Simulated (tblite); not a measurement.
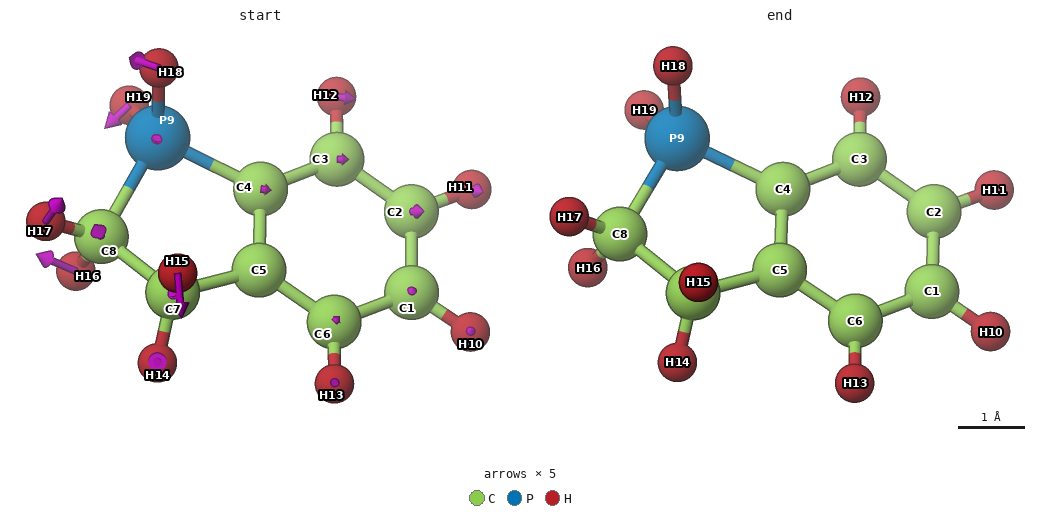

The structure of C8H10P (charge +1) before (left) and after (right) a relaxation, at one scale. The purple arrows give the displacements, 5 times their true length.

Style: ball-and-stick. Shown at a tilt.

Theory: tblite, GFN2-xTB geometry optimisation, gas phase. 

Question: Describe what moved and what it gained.

Answer: H18 moves most after the best rigid fit: 0.16 Å. By element the largest moves are H 0.16 Å, C 0.07 Å, P 0.03 Å. Some distances before and after: C4–P9 1.748 → 1.780 Å, P9–H18 1.411 → 1.381 Å, C1–C2 1.408 → 1.389 Å, C7–C8 1.535 → 1.546 Å. Among the angles between lasting bonds that change: H18–P9–H19 109.3° → 105.1°, C4–P9–H18 110.8° → 114.2°, C4–P9–H19 112.4° → 115.5°. After 55 geometry steps the energy has fallen by 0.108 eV. The run took 1.5 s on 1 thread of Intel(R) Xeon(R) Processor @ 2.50GHz (shared host).
